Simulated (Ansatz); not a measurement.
## Electronic structure of Cl$_{2}$FH$_{3}$HfO$_{2}$ in real space

```xyz
9

Hf    0.0102    0.0397    0.1521
Cl    0.0204   -0.0458    2.6179
Cl    2.0346   -0.3232   -1.0551
O    -1.1176    1.3815   -0.6193
H    -1.8160    1.7986   -1.1272
O    -0.9099   -1.5970   -0.1638
H    -1.3665   -2.4223   -0.3301
F     1.2183    1.9211    1.0461
H     1.0591    1.6705    1.9534
```

Core potentials replace the inner electrons of Hf.

Method: RKS B3LYP-D4/def2-SVP in Ansatz 0.2.0.

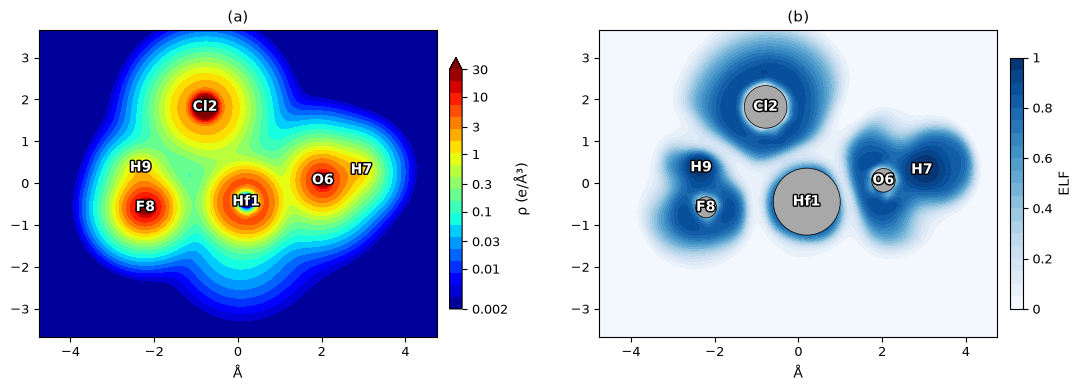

Figure 1. (a) electron density; (b) ELF on the plane of atoms Cl2, Hf1 and F8. Grey discs cover the atomic cores in the ELF map.

### What does the map show?

The section cuts through Hf, Cl, O, H and F sites.
Hf–O (1.90 Å): ρ is about 0.88 e/Å³ halfway; the ELF peaks at about 0.80 in the valence shell of O, 0.5 Å from its nucleus, and drops to about 0.15 between the two atoms.
Hf–F (2.41 Å): the density is about 0.25 e/Å³ at the midpoint; the ELF is about 0.05 at the midpoint.
F–H (0.95 Å): the density is about 4.4 e/Å³ at the midpoint; the ELF climbs to about 1 towards the hydrogen, as it does in any bond to H: an ordinary covalent bond to hydrogen.
Hf–Cl (2.47 Å): ρ at the midpoint is about 0.45 e/Å³; the ELF peaks at about 0.85 in the valence shell of Cl, 0.9 Å from its nucleus, and is about 0.30 at the midpoint.
O–H (0.96 Å): the density is about 3.7 e/Å³ at the midpoint; the ELF climbs to about 1 towards the hydrogen; an ordinary covalent bond to hydrogen.

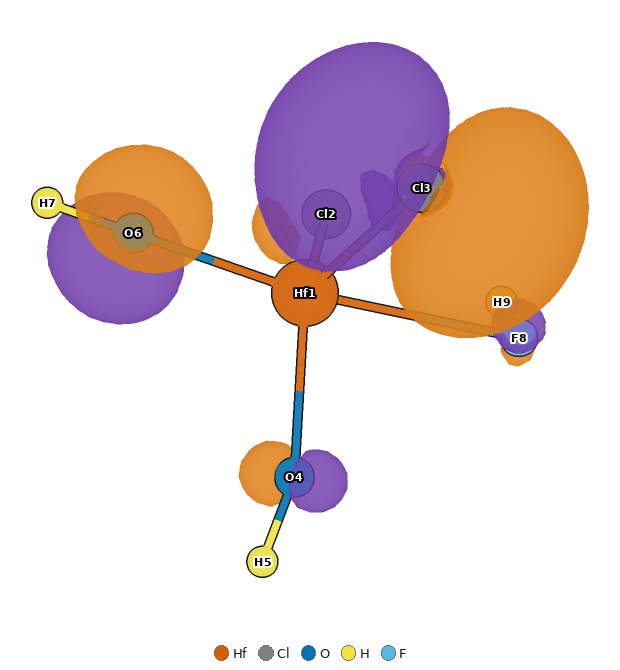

Figure 2. The HOMO at ±0.1 Å⁻³ᐟ² (orange and purple are the two phases), seen at a tilt.

### Describe this orbital and give its energy.

It lies mainly on Cl3 (about 80 %) and O6 (about 10 %); largely a lone pair of Cl3. Its energy is −8.32 eV.
